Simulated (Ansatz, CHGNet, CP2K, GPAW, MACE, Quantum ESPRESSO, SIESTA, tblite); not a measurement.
# Running random rock-salt (Na, Li, K)Cl solid solution (64 atoms) with GPAW, part 2 of 2

How do the settings of GPAW change the result for random rock-salt (Na, Li, K)Cl solid solution (64 atoms)? A plane-wave run serves as the yardstick.

Program: GPAW 26.7.0; the method stands at each step. Banners, paths, timers and routine set-up lines are dropped from the logs unmarked, and long logs keep their key lines alone; longer cuts are marked.

So far. Step 2 (PBE, LCAO dzp, h 0.2 Å): Forces lie 17 % from the reference's, at 5.4 times its CPU time (on 1 against 4 cores). Step 3 (PBE, LCAO dzp, h 0.16 Å): Against the first run (17 %), the force difference from the reference is 16 %, at 2.0 times the CPU time.

## Step 4: LDA, LCAO dzp, h 0.2 Å

Method: Kohn-Sham DFT, LDA, PAW, atomic orbitals (dzp).

File run.py:

```python
import numpy as np
from ase.io import read
from gpaw import GPAW, FermiDirac

atoms = read("structure.xyz")
atoms.calc = GPAW(
    mode="lcao",
    basis="dzp",
    h=0.2,
    xc="LDA",
    kpts={"size": (1, 1, 1), "gamma": True},
    occupations=FermiDirac(0.05),
    maxiter=200,
    symmetry={"point_group": False},
    txt="gpaw.txt",
)
energy = atoms.get_potential_energy(force_consistent=True)
forces = atoms.get_forces()
print(f"energy {energy:.6f} eV")
print("forces (eV/A)")
for i, (a, f) in enumerate(zip(atoms, forces)):
    print(f"{i:4d} {a.symbol:2s} {f[0]:10.5f} {f[1]:10.5f} {f[2]:10.5f}")
print(f"Fermi level {atoms.calc.get_fermi_level():.4f} eV")
for k in range(len(atoms.calc.get_ibz_k_points())):
    for s in range(atoms.calc.get_number_of_spins()):
        e = atoms.calc.get_eigenvalues(kpt=k, spin=s)
        n = np.searchsorted(e, atoms.calc.get_fermi_level())
        print(f"k {k} spin {s} levels about the Fermi level:", np.round(e[max(n - 6, 0):n], 4).tolist(), "|", np.round(e[n:n + 6], 4).tolist())
```

File structure.xyz:

```xyz
64
Lattice="11.38200 0.00000 0.00000 0.00000 11.38200 0.00000 0.00000 0.00000 11.38200" Properties=species:S:1:pos:R:3 pbc="T T T"
[... 64 atom lines left out: the same atoms as in the first run ...]
```

Launch:

```console
$ OMP_NUM_THREADS=1 python run.py > output.txt
```

Output:

```text
energy -227.820953 eV
forces (eV/A)
   0 Na    0.19223   -0.08976   -0.07976
   1 Cl    0.07609   -0.17958   -0.17310
   2 Li   -0.10695    0.11933    0.21322
   3 Cl    0.12539   -0.12642   -0.09429
   4 K    -0.16657    0.23884   -0.08321
   5 Cl    0.02637   -0.07640    0.18429
   6 Na   -0.59157   -0.03380    0.01890
   7 Cl   -0.31520    0.05616    0.12382
   8 Na    0.47596    0.19390    0.09081
   9 Cl   -0.00002    0.10474    0.01734
  10 K     0.42743    0.29493   -0.25557
  11 Cl    0.26261   -0.01271    0.18295
[...]
59 Cl   -0.04928    0.17728    0.04495
  60 Li   -0.15181    0.62324   -0.39061
  61 Cl    0.21610   -0.50020    0.08174
  62 Li   -0.03912   -0.53730    0.28016
  63 Cl    0.42482   -0.16802   -0.27530
Fermi level 2.2792 eV
k 0 spin 0 levels about the Fermi level: [0.4242, 0.501, 0.5848, 0.6743, 0.7643, 0.9085] | [4.3166, 5.5128, 5.8346, 6.0448, 6.1773, 6.2754]
```

gpaw.txt:

```text
Input parameters:
  mode=LCAO(),
  basis={'default': 'dzp'},
  h=0.2,
  kpts=MonkhorstPack(size=(1, 1, 1), gamma=True),
  maxiter=200,
  occupations=Occupations(name='fermi-dirac', width=0.05, fixmagmom=False),
  symmetry=Symmetry(point_group=False),
  xc=XC(name='LDA')
Unit cell  # Å
[... lines left out ...]
  Fermi-Dirac:
[... lines left out ...]
convergence criteria:
- Maximum [total energy] change in last 3 cyles: 0.0005 eV / valence electron
[... lines left out ...]
Converged in 7 steps
[... lines left out ...]
  Free energy:    -227.820953
[... lines left out ...]
Fermi level: 2.279
[... lines left out ...]
|          0 |       -27.655 |     2.000 |
|        ... |               |           |
|        194 |         0.312 |     2.000 |
|        195 |         0.385 |     2.000 |
[...]
|        209 |         6.713 |     0.000 |
|        ... |               |           |
|        246 |         9.066 |     0.000 |
Gap: 3.408 eV
Transition (v -> c):
  (s=0, k=0, n=201, [0.00, 0.00, 0.00]) -> (s=0, k=0, n=202, [0.00, 0.00, 0.00])
No difference between direct/indirect transitions
Force computation time: 64.952  # s
timing:  # [seconds]
  Total:  241.245  # ━━━━━━━━━━━━━━━━━━━━━━━━━━━━━━━━━━━━━━━━━━━━━━━━━━━━━━━━
  Init:     9.483  # ━━
  SCF:    166.774  # ━━━━━━━━━━━━━━━━━━━━━━━━━━━━━━━━━━━━━━╸
  Forces:  64.952  # ━━━━━━━━━━━━━━━
```

Run time: 4 min. Hardware: 1 thread of Arm Neoverse V1, shared host; peak memory 1.6 GiB.

Numbers from this run, and their distance from the reference:

| Quantity | Value |
| --- | --- |
| r.m.s. force component | 0.2546 eV/Å |
| r.m.s. difference of force components | 38.55 meV/Å |
| longest difference of force vectors | 136.4 meV/Å |
| force difference over r.m.s. force | 15.56 % |
| slope of forces against the reference's | 1.016 |
| correlation of force components | 0.9886 |
| gap (highest filled to lowest empty level) | 3.408 eV |
| gap difference | -0.5333 eV |

Against the first run (17 %), the force difference from the reference is 16 %, at 0.87 times the CPU time; the model has changed, so this is no error of the program alone.

## Step 5: The ladder

Differences are against the plane-wave reference, forces as r.m.s. over components; share is that over the reference's r.m.s. force, slope the least-squares factor from reference forces to these. Total energies of different programs have different zeros and aren't compared.

| run | Δ force, r.m.s. (meV/Å) | share (%) | slope | Δ gap (eV) | cores | CPU time | memory (GiB) |
| --- | --- | --- | --- | --- | --- | --- | --- |
| reference | - | - | - | - | 4 | 51 s | 1.5 |
| GPAW PBE, LCAO dzp, h 0.2 Å | 41.9 | 16.9 | 1.093 | -0.223 | 1 | 4.6 min | 1.6 |
| GPAW PBE, LCAO dzp, h 0.16 Å | 40.6 | 16.4 | 1.094 | -0.223 | 1 | 9.4 min | 3.2 |
| GPAW LDA, LCAO dzp, h 0.2 Å | 38.5 | 15.6 | 1.016 | -0.533 | 1 | 4 min | 1.6 |

CPU time is summed over cores on a shared host, where runs went side by side, so it is rough. Symmetry, cutoffs, thresholds, outputs and thread counts weren't matched or tuned between programs; memory under MPI is the largest rank's times the ranks.

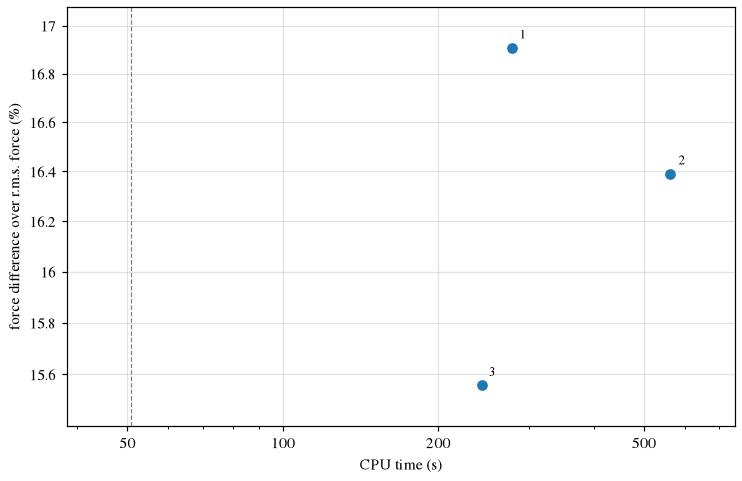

Force difference against CPU time; the dashed line marks the reference's time. Points: 1 GPAW PBE, LCAO dzp, h 0.2 Å; 2 GPAW PBE, LCAO dzp, h 0.16 Å; 3 GPAW LDA, LCAO dzp, h 0.2 Å.

Within one program, basis, potentials and functional, energies share a zero. Each run against its twin at the usual cutoff or grid and solver:

| run | twin | Δ energy (meV/atom) | Δ force, r.m.s. (meV/Å) | CPU time over the twin's |
| --- | --- | --- | --- | --- |
| GPAW PBE, LCAO dzp, h 0.16 Å | LCAO dzp, h 0.2 Å | -29.9 | 18.8 | 2.0 |

A second geometry, displaced anew (every atom was moved at random, 0.04 Å r.m.s. a Cartesian component), gives an energy difference that all programs can be tested on. The reference puts it at -5.061 meV/atom.

| run | energy less the first geometry's (meV/atom) | error (meV/atom) | force share at the second geometry (%) |
| --- | --- | --- | --- |
| GPAW PBE, LCAO dzp, h 0.2 Å | -5.244 | -0.182 | 19.3 |
| GPAW PBE, LCAO dzp, h 0.16 Å | -5.290 | -0.228 | 18.5 |
| GPAW LDA, LCAO dzp, h 0.2 Å | -5.341 | -0.280 | 17.4 |

## Step 6: Results

* nearest in forces: a tie at 16 % of 2 runs: GPAW PBE, LCAO dzp, h 0.16 Å; GPAW LDA, LCAO dzp, h 0.2 Å

The PBE runs in local orbitals differ by 16 % (GPAW PBE, LCAO dzp, h 0.16 Å) to 17 % (GPAW PBE, LCAO dzp, h 0.2 Å); basis, grid and potentials can all enter. Rows with another functional or a dispersion term differ by 16 % (GPAW LDA, LCAO dzp, h 0.2 Å), which mixes the change of model with differences of basis and potentials. None of the electronic-structure runs in the table takes under half the reference's CPU time of 51 s; they take 4.8 to 11 times as much. At the same functional, the gap of these runs lies 0.22 eV below the reference's 3.94 eV. These are spacings on the run's k-points, which needn't hold the band edges. The energy difference between the two geometries, -5.06 meV/atom in the reference, is met best by GPAW PBE, LCAO dzp, h 0.2 Å (-0.182) and worst by GPAW LDA, LCAO dzp, h 0.2 Å (-0.28). The potentials hold different valence shells: 446 electrons in the reference, 404 in GPAW; this bears on time and differences. The host structure and its lattice constant were typed by rule, without a check against the phase diagram. The reference's pressure of 2.1 GPa belongs to a cell and atoms that aren't relaxed at this level. The electronic-structure runs sample only Γ, in a cell whose shortest periodic width is 11 Å.

[Also dropped from logs without a mark: logging warnings of Python, and SIESTA's first energy breakdown and zero terms.]

[Logs are printed without paths, hosts, clocks, repeated set-up lines and the standing remarks that a program may print on its own settings, such as how far it seeks lower states.]

[Hosts, paths, dates, database ids (printed as entryN), source tags and the programs' standing remarks are cut or masked in the printed files.]
